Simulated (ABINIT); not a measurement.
## Beyond one shot: CsPbBr3 (Pm-3m)

Aim: iterate the self-energy on CsPbBr3 (Pm-3m) and follow the gap from cycle to cycle.

Calculated with ABINIT 10.8.3; PBE and many-body steps on it, plane waves.

**Experimental background.**

- Gap 2.39 eV: optical gap from intersection of absorption and PL spectra; UV-Vis absorption and photoluminescence; film (two-step solution-deposited film annealed at 350 C) (“Tunable Open Circuit Voltage by Engineering Inorganic Cesium Lead Bromide/Iodide Perovskite Solar Cells”, 2018, pmc:5802841).

Most raw output is cut from this account.

## Step 1: Set-up

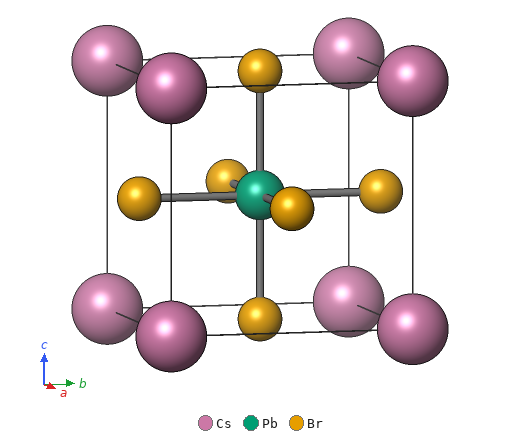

Start, viewed slightly off an axis; caesium pink, lead teal, bromine orange. Some periodic images of atoms are drawn too.

The cell and positions are those that the Materials Project relaxed with its own functionals (PBE, PBE+U or r2SCAN), kept fixed. Spin-orbit coupling is left out unless a step names it.

## Step 2: Empty states on the mesh, 2×2×2 mesh, 257 bands

This step: ABINIT 10.8.3; DFT, PBE, plane waves, norm-conserving pseudopotentials.

The sums over transitions need many empty states on a uniform mesh; this step solves for them.

File run.abi:

```
acell 3*1.0 Angstrom
rprim 
  5.948630820000 0.000000000000 0.000000000000
  0.000000000000 5.948630820000 0.000000000000
  0.000000000000 0.000000000000 5.948630820000
ntypat 3
znucl 55 82 35
natom 5
typat 1 2 3 3 3
xred 
  0.000000000000 0.000000000000 0.000000000000
  0.500000000000 0.500000000000 0.500000000000
  0.500000000000 0.500000000000 0.000000000000
  0.500000000000 0.000000000000 0.500000000000
  0.000000000000 0.500000000000 0.500000000000
pp_dirpath "pseudos"
pseudos "Cs.upf, Pb.upf, Br.upf"
ecut 34
ngkpt 2 2 2
nshiftk 1
shiftk 0 0 0
kptopt 1
chksymbreak 0
iscf -2
irdden 1
istwfk *1
nband 257
nbdbuf 22
tolwfr 1e-09
nstep 60
prtvol 0
indata_prefix "in"
outdata_prefix "out"
tmpdata_prefix "tmp"
```

Started as:

```sh
$ OMP_NUM_THREADS=1 mpirun -n 4 abinit run.abi > log
```

Elapsed: 3.7 min, on 4 MPI ranks of Arm Neoverse V1, shared host; peak memory 0.64 GiB; 15 min of CPU time.

This step gave:

```
gap                                                           : 1.690 eV
k of the valence top                                          : 0.5, 0.5, 0.5
k of the conduction bottom                                    : 0.5, 0.5, 0.5
least direct gap                                              : 1.690 eV
k points computed                                             : 4
lowest point of the top converged band, above the valence top : 48.39 eV
```

On this mesh the gap is 1.690 eV.

The density comes from a self-consistent run that is not shown.

## Step 3: Screening, 2×2×2 mesh, 235 bands, screening to 130.6 eV

The RPA dielectric matrix is built and inverted for each q.

This step: RPA screening on PBE, plane waves, norm-conserving pseudopotentials.

Changes to run.abi since step 2:

```diff
@@ -23,10 +23,11 @@
 chksymbreak 0
-iscf -2
-irdden 1
 istwfk *1
-nband 257
-nbdbuf 22
-tolwfr 1e-09
-nstep 60
-prtvol 0
+occopt 1
+irdwfk 1
+optdriver 3
+nband 235
+ecuteps 4.8
+inclvkb 2
+awtr 1
+symchi 1
 indata_prefix "in"
```

Run time: 3.3 min. Hardware: 4 MPI ranks; peak memory 3.3 GiB.

This step gave:

| Quantity | Value |
| --- | --- |
| ε∞ with local fields, on this mesh, along the program's q direction | 9.080 |
| the same without local fields | 10.30 |
| plasma frequency | 23.18 eV |
| plane waves in the screening matrix | 739 |

Local fields lower ε∞ by 12 %. On a Γ-centred mesh this coarse the value itself is usually too large, while a short band sum pulls it down.

## Step 4: G0W0

The self-energy is evaluated for the states that the input lists, and the levels follow from it, in one-shot runs by the linearised quasiparticle equation.

This step: G0W0 on PBE, plane waves, norm-conserving pseudopotentials.

Changes to run.abi since step 3:

```diff
@@ -26,8 +26,17 @@
 irdwfk 1
-optdriver 3
+optdriver 4
 nband 235
+gwcalctyp 0
+ecutsigx 34
+symsigma 1
+nkptgw 2
+kptgw 
+  0.5000000000 0.5000000000 0.5000000000
+  0.0000000000 0.0000000000 0.0000000000
+bdgw 
+  38 44
+  39 44
 ecuteps 4.8
-inclvkb 2
-awtr 1
-symchi 1
+irdscr 1
+ppmodel 1
 indata_prefix "in"
```

Run time: 87 s. Hardware: 4 MPI ranks; peak memory 2.8 GiB; 5.8 min of CPU time.

Numbers from this step:

| Item | Value |
| --- | --- |
| G0W0 gap on the points computed | 3.395 eV |
| starting gap on the mesh | 1.690 eV |
| k of the valence top | 0.5, 0.5, 0.5 |
| k of the conduction bottom | 0.5, 0.5, 0.5 |
| Z at the valence top | 0.8 |
| Z at the conduction bottom | 0.818 |
| least direct G0W0 gap on the computed points | 3.395 eV |

The gap on the mesh goes from 1.69 eV to 3.40 eV, a correction of +1.71 eV.

## Step 5: evGW0, cycle 1

This step: evGW0 on PBE, plane waves, norm-conserving pseudopotentials.

Changes to run.abi since step 4:

```diff
@@ -28,12 +28,16 @@
 nband 235
-gwcalctyp 0
+gwcalctyp 10
 ecutsigx 34
 symsigma 1
-nkptgw 2
+nkptgw 4
 kptgw 
+  0.0000000000 0.0000000000 0.0000000000
+  0.5000000000 0.0000000000 0.0000000000
+  0.5000000000 0.5000000000 0.0000000000
   0.5000000000 0.5000000000 0.5000000000
-  0.0000000000 0.0000000000 0.0000000000
 bdgw 
-  38 44
-  39 44
+  29 68
+  29 68
+  29 68
+  29 68
 ecuteps 4.8
```

The job ended after 21 min (4 MPI ranks; peak memory 4.6 GiB; 82 min of CPU time).

This step gave:

```
quasiparticle gap on the mesh                         : 3.805 eV
gap of the density functional on the mesh             : 1.690 eV
k of the valence top                                  : 0.5, 0.5, 0.5
k of the conduction bottom                            : 0.5, 0.5, 0.5
Z at the valence top                                  : 0.8
Z at the conduction bottom                            : 0.818
least direct quasiparticle gap on the computed points : 3.805 eV
```

Against G0W0 in ABINIT (2×2×2 mesh, 235 bands, screening to 130.6 eV, Godby-Needs plasmon pole), the gap moves by +0.410 eV. This first cycle still uses the starting levels; it takes the full correction, at all points of the mesh, and its linearised value is 3.395 eV.

## Step 6: evGW0, cycle 2

The corrected levels of the last cycle go back in.

Changes to run.abi since step 5:

```diff
@@ -45,2 +45,3 @@
 ppmodel 1
+irdqps 1
 indata_prefix "in"
```

It took 21 min on 4 MPI ranks; peak memory 4.6 GiB.

Numbers from this step:

```
quasiparticle gap on the mesh                         : 3.643 eV
gap of the density functional on the mesh             : 1.690 eV
k of the valence top                                  : 0.5, 0.5, 0.5
k of the conduction bottom                            : 0.5, 0.5, 0.5
least direct quasiparticle gap on the computed points : 3.643 eV
```

Against the cycle before, the gap moves by −0.162 eV.

## Step 7: evGW0, cycle 3

run.abi is that of step 6.

Wall time 21 min (4 MPI ranks); peak memory 4.6 GiB.

Numbers from this step:

| Property | Result |
| --- | --- |
| quasiparticle gap on the mesh | 3.655 eV |
| gap of the density functional on the mesh | 1.690 eV |
| k of the valence top | 0.5, 0.5, 0.5 |
| k of the conduction bottom | 0.5, 0.5, 0.5 |
| least direct quasiparticle gap on the computed points | 3.655 eV |

Against the cycle before, the gap moves by +0.012 eV.

## Step 8: evGW0, cycle 4

run.abi is that of step 7.

The job ended after 21 min (4 MPI ranks; peak memory 4.6 GiB; 82 min of CPU time).

Numbers from this step:

| Quantity | Value |
| --- | --- |
| quasiparticle gap on the mesh | 3.654 eV |
| gap of the density functional on the mesh | 1.690 eV |
| k of the valence top | 0.5, 0.5, 0.5 |
| k of the conduction bottom | 0.5, 0.5, 0.5 |
| least direct quasiparticle gap on the computed points | 3.654 eV |

Against the cycle before, the gap moves by −0.001 eV.

## Step 9: Screening, 2×2×2 mesh, 235 bands, screening to 130.6 eV

This step: RPA screening on PBE, plane waves, norm-conserving pseudopotentials.

Changes to run.abi since step 8:

```diff
@@ -26,22 +26,13 @@
 irdwfk 1
-optdriver 4
+optdriver 3
 nband 235
+ecuteps 4.8
+inclvkb 2
+awtr 1
+symchi 1
 gwcalctyp 10
-ecutsigx 34
-symsigma 1
-nkptgw 4
-kptgw 
-  0.0000000000 0.0000000000 0.0000000000
-  0.5000000000 0.0000000000 0.0000000000
-  0.5000000000 0.5000000000 0.0000000000
-  0.5000000000 0.5000000000 0.5000000000
-bdgw 
-  29 68
-  29 68
-  29 68
-  29 68
-ecuteps 4.8
-irdscr 1
-ppmodel 1
-irdqps 1
+mbpt_sciss 2.119 eV
+nqptdm 1
+qptdm 
+  0 0 0
 indata_prefix "in"
```

Run time: 2.1 min. Hardware: 4 MPI ranks; peak memory 3.3 GiB.

This step gave:

| Property | Result |
| --- | --- |
| ε∞ with local fields, on this mesh, along the program's q direction | 5.862 |
| the same without local fields | 6.497 |
| plasma frequency | 23.18 eV |
| plane waves in the screening matrix | 739 |

This screening uses the functional's bands under a rigid shift, the mean opening of the cycle before.

## Step 10: Screening, 2×2×2 mesh, 235 bands, screening to 130.6 eV

This step: RPA screening on PBE from quasiparticle energies, plane waves, norm-conserving pseudopotentials.

Changes to run.abi since step 9:

```diff
@@ -32,7 +32,9 @@
 symchi 1
+irdqps 1
 gwcalctyp 10
-mbpt_sciss 2.119 eV
-nqptdm 1
+nqptdm 3
 qptdm 
-  0 0 0
+  0.5000000000 0.0000000000 0.0000000000
+  0.5000000000 0.5000000000 0.0000000000
+  0.5000000000 0.5000000000 0.5000000000
 indata_prefix "in"
```

File mrgscr.stdin:

```
2
merged
q0_SCR
out_SCR
1
```

Started as:

```sh
$ OMP_NUM_THREADS=1 mpirun -n 4 abinit run.abi > log; mrgscr < mrgscr.stdin
```

Elapsed: 90 s, on 4 MPI ranks; peak memory 2.8 GiB.

This step gave:

```
plasma frequency                    : 23.18 eV
plane waves in the screening matrix : 739
```

This screening reads the quasiparticle levels of the cycle before.

## Step 11: evGW, cycle 1

This step: evGW on PBE, plane waves, norm-conserving pseudopotentials.

Changes to run.abi since step 10:

```diff
@@ -26,12 +26,10 @@
 irdwfk 1
-optdriver 3
+optdriver 4
 nband 235
-ecuteps 4.8
-inclvkb 2
-awtr 1
-symchi 1
-irdqps 1
 gwcalctyp 10
-nqptdm 3
-qptdm 
+ecutsigx 34
+symsigma 1
+nkptgw 4
+kptgw 
+  0.0000000000 0.0000000000 0.0000000000
   0.5000000000 0.0000000000 0.0000000000
@@ -39,2 +37,11 @@
   0.5000000000 0.5000000000 0.5000000000
+bdgw 
+  29 68
+  29 68
+  29 68
+  29 68
+ecuteps 4.8
+irdscr 1
+ppmodel 1
+irdqps 1
 indata_prefix "in"
```

Started as:

```sh
$ OMP_NUM_THREADS=1 mpirun -n 4 abinit run.abi > log
```

Wall time 21 min (4 MPI ranks); peak memory 4.6 GiB.

This step gave:

```yaml
quasiparticle_gap_on_the_mesh: 4.085 eV
gap_of_the_density_functional_on_the_mesh: 1.690 eV
k_of_the_valence_top: 0.5, 0.5, 0.5
k_of_the_conduction_bottom: 0.5, 0.5, 0.5
least_direct_quasiparticle_gap_on_the_computed_points: 4.085 eV
```

Against G0W0 in ABINIT (2×2×2 mesh, 235 bands, screening to 130.6 eV, Godby-Needs plasmon pole), the gap moves by +0.690 eV.

## Step 12: Screening, 2×2×2 mesh, 235 bands, screening to 130.6 eV

This step: RPA screening on PBE, plane waves, norm-conserving pseudopotentials.

Changes to run.abi since step 11:

```diff
@@ -26,22 +26,13 @@
 irdwfk 1
-optdriver 4
+optdriver 3
 nband 235
+ecuteps 4.8
+inclvkb 2
+awtr 1
+symchi 1
 gwcalctyp 10
-ecutsigx 34
-symsigma 1
-nkptgw 4
-kptgw 
-  0.0000000000 0.0000000000 0.0000000000
-  0.5000000000 0.0000000000 0.0000000000
-  0.5000000000 0.5000000000 0.0000000000
-  0.5000000000 0.5000000000 0.5000000000
-bdgw 
-  29 68
-  29 68
-  29 68
-  29 68
-ecuteps 4.8
-irdscr 1
-ppmodel 1
-irdqps 1
+mbpt_sciss 2.587 eV
+nqptdm 1
+qptdm 
+  0 0 0
 indata_prefix "in"
```

Wall time 2.1 min (4 MPI ranks); peak memory 3.3 GiB.

This step gave:

- ε∞ with local fields, on this mesh, along the program's q direction: 5.500
- the same without local fields: 6.077
- plasma frequency: 23.18 eV
- plane waves in the screening matrix: 739

This screening uses the functional's bands under a rigid shift, the mean opening of the cycle before.

## Step 13: Screening, 2×2×2 mesh, 235 bands, screening to 130.6 eV

This step: RPA screening on PBE from quasiparticle energies, plane waves, norm-conserving pseudopotentials.

Changes to run.abi since step 12:

```diff
@@ -32,7 +32,9 @@
 symchi 1
+irdqps 1
 gwcalctyp 10
-mbpt_sciss 2.587 eV
-nqptdm 1
+nqptdm 3
 qptdm 
-  0 0 0
+  0.5000000000 0.0000000000 0.0000000000
+  0.5000000000 0.5000000000 0.0000000000
+  0.5000000000 0.5000000000 0.5000000000
 indata_prefix "in"
```

mrgscr.stdin is that of step 10.

Started as:

```sh
$ OMP_NUM_THREADS=1 mpirun -n 4 abinit run.abi > log; mrgscr < mrgscr.stdin
```

The job ended after 91 s (4 MPI ranks; peak memory 2.8 GiB; 6.1 min of CPU time).

Numbers from this step:

```
plasma frequency                    : 23.18 eV
plane waves in the screening matrix : 739
```

This screening reads the quasiparticle levels of the cycle before.

## Step 14: evGW, cycle 2

This step: evGW on PBE, plane waves, norm-conserving pseudopotentials.

Changes to run.abi since step 13:

```diff
@@ -26,12 +26,10 @@
 irdwfk 1
-optdriver 3
+optdriver 4
 nband 235
-ecuteps 4.8
-inclvkb 2
-awtr 1
-symchi 1
-irdqps 1
 gwcalctyp 10
-nqptdm 3
-qptdm 
+ecutsigx 34
+symsigma 1
+nkptgw 4
+kptgw 
+  0.0000000000 0.0000000000 0.0000000000
   0.5000000000 0.0000000000 0.0000000000
@@ -39,2 +37,11 @@
   0.5000000000 0.5000000000 0.5000000000
+bdgw 
+  29 68
+  29 68
+  29 68
+  29 68
+ecuteps 4.8
+irdscr 1
+ppmodel 1
+irdqps 1
 indata_prefix "in"
```

Started as:

```sh
$ OMP_NUM_THREADS=1 mpirun -n 4 abinit run.abi > log
```

The job ended after 21 min (4 MPI ranks; peak memory 4.6 GiB).

This step gave:

| Property | Result |
| --- | --- |
| quasiparticle gap on the mesh | 4.137 eV |
| gap of the density functional on the mesh | 1.690 eV |
| k of the valence top | 0.5, 0.5, 0.5 |
| k of the conduction bottom | 0.5, 0.5, 0.5 |
| least direct quasiparticle gap on the computed points | 4.137 eV |

Against the cycle before, the gap moves by +0.052 eV.

## Step 15: The runs together

Times are wall times on 4 MPI ranks of Arm Neoverse V1, shared host, good to a factor of about two. A run's time includes the screening step that it read.

| run | mesh | bands | screening cutoff (eV) | DFT gap (eV) | gap on the mesh (eV) | direct (eV) | ε∞ used | time |
| --- | --- | --- | --- | --- | --- | --- | --- | --- |
| G0W0 | 2×2×2 | 235 | 130.6 | 1.690 | 3.395 | 3.395 | 9.08 | 4.8 min |
| evGW0, cycle 1 | 2×2×2 | 235 | 130.6 | 1.690 | 3.805 | 3.805 | 9.08 | 24 min |
| evGW0, cycle 2 | 2×2×2 | 235 | 130.6 | 1.690 | 3.643 | 3.643 | 9.08 | 24 min |
| evGW0, cycle 3 | 2×2×2 | 235 | 130.6 | 1.690 | 3.655 | 3.655 | 9.08 | 24 min |
| evGW0, cycle 4 | 2×2×2 | 235 | 130.6 | 1.690 | 3.654 | 3.654 | 9.08 | 24 min |
| evGW, cycle 1 | 2×2×2 | 235 | 130.6 | 1.690 | 4.085 | 4.085 | 5.86 | 24 min |
| evGW, cycle 2 | 2×2×2 | 235 | 130.6 | 1.690 | 4.137 | 4.137 | 5.50 | 24 min |

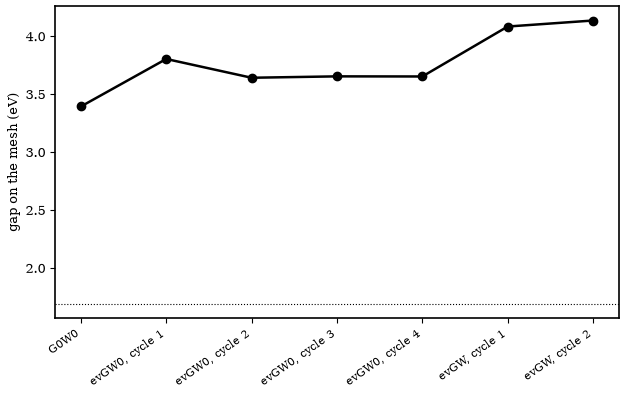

The gap through the cycles; the dotted line is the starting gap.

## Step 16: Results

| Quantity | Value |
| --- | --- |
| G0W0 | 3.395 eV |
| evGW0, cycle 1 | 3.805 eV |
| evGW0, cycle 2 | 3.643 eV |
| evGW0, cycle 3 | 3.655 eV |
| evGW0, cycle 4 | 3.654 eV |
| evGW, cycle 1 | 4.085 eV |
| evGW, cycle 2 | 4.137 eV |
| known limits | not at the basis limit; no spin-orbit coupling; coarse k mesh |

What this shows: Only the bands that the input lists are updated; the others, empty or deep, keep the functional's energies or take a rigid shift. The evGW loop starts from the last levels of evGW0, so its cycles and time come on top of those. evGW0 ends at 3.65 eV, +0.26 eV from G0W0, after 4 cycles that took 82 min beside the first screening; the last moved the gap by 0.001 eV. evGW ends at 4.14 eV, +0.74 eV from G0W0, after 2 cycles that took 48 min beside the first screening; the last moved the gap by 0.052 eV, so the loop had not settled. The first cycle of evGW0 takes the full correction, without the factor Z, so it overshoots the one-shot value. Against experiment, by evGW, cycle 2: the direct gap of 4.14 eV lies +1.75 eV from the measured 2.39 eV (exciton, 2018). An exciton line or allowed optical edge lies below the quasiparticle gap by the binding energy; a forbidden edge can push the onset above it. These are gaps on the mesh, at modest bands and cutoff. The calculation has static nuclei and no excitons; a measured gap holds zero-point and thermal motion, which in such lone-pair compounds can raise it as well as lower it. Bands and cutoff are finite, so the gap is not at the basis limit. The miss can reach some tenths of an eV and take either sign; the mesh is an error of its own. The 2×2×2 mesh is coarse for this cell, which bears on the long-range parts of exchange and screening. Where an edge is built on 6p states of lead, bismuth or thallium, scalar-relativistic gaps usually stand too wide, by a few tenths to over one eV. This is the ideal cubic cell; many perovskites, halides above all, are cubic only on average, and local tilts or off-centring can widen the gap. In the updated screening the q = 0 part is built from Kohn-Sham bands under a rigid shift, the other q from the quasiparticle levels. The many-body steps are scalar-relativistic: spin-orbit coupling is not in them.

[Paths, hosts, dates, memory and timing lines, banners, echoed tables and standing remarks are left out of the program output.]

[Logs are printed without paths, hosts, clocks, repeated set-up lines and the standing remarks that a program may print on its own settings, such as how far it seeks lower states.]

[Runs of the session that timed out or met a known fault of the program may be left out.]

[Hosts, paths, dates, database ids (printed as entryN), source tags and the programs' standing remarks are cut or masked in the printed files.]

[G0W0 gaps are taken among the corrected bands and points alone; a level outside them can change the order at an edge.]

[Where Ansatz stands beside ABINIT at settings called matched, ABINIT's density can come from a denser mesh and the files from another edition; pairs whose starting gaps differed by over 0.03 eV were left out, so agreement reads better than it is.]
